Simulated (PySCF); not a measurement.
GaB, triplet (excess alpha electrons: σ +1, πy +1). r2SCAN/def2-TZVPP with PySCF, UKS. One reference determinant with the occupation held, the lowest that a PBE0 search over spins and occupations found; no spin-orbit coupling. Zero is the separated fragments in their ground configurations, without counterpoise. 2 further points of the run are not drawn. Horizontal lines: vibrational levels from ωe and ωexe, starting at v = 0. The dipole is positive if the first atom is negative.

Q: What bond curve does the calculation give?

A: re = 2.227 Å, ωe = 431 cm⁻¹, ωexe = 3.0 cm⁻¹, De = 2.12 eV.
| r (Å) | E (eV) |
| --- | --- |
| 1.924 | −1.67 |
| 2.013 | −1.92 |
| 2.103 | −2.06 |
| 2.170 | −2.11 |
| 2.237 | −2.12 |
| 2.304 | −2.10 |
| 2.394 | −2.05 |
| 2.505 | −1.95 |
| 2.640 | −1.79 |
| 2.819 | −1.57 |

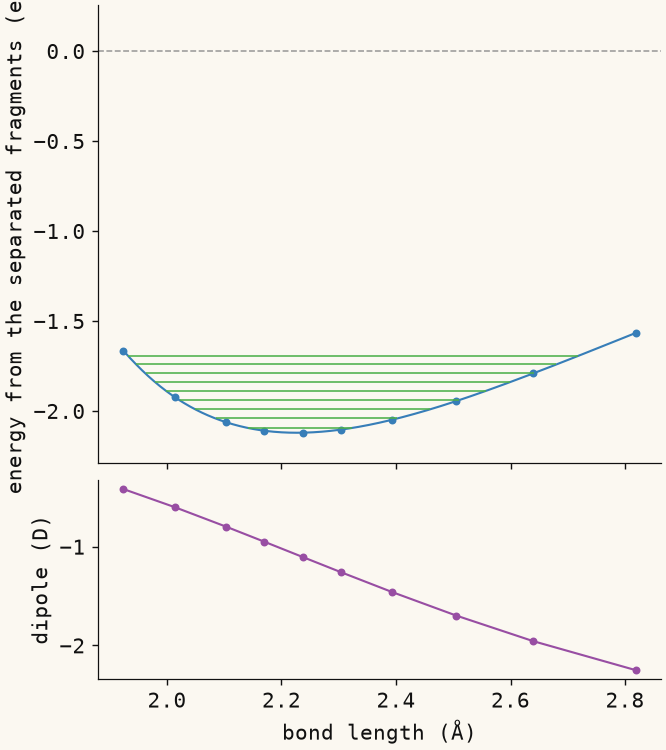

Caveats: lowest determinant of a PBE0 search, another state may lie lower; no scalar relativity; spin-orbit coupling is left out; it can lower the fragment Ga more than the molecule, and De with it.
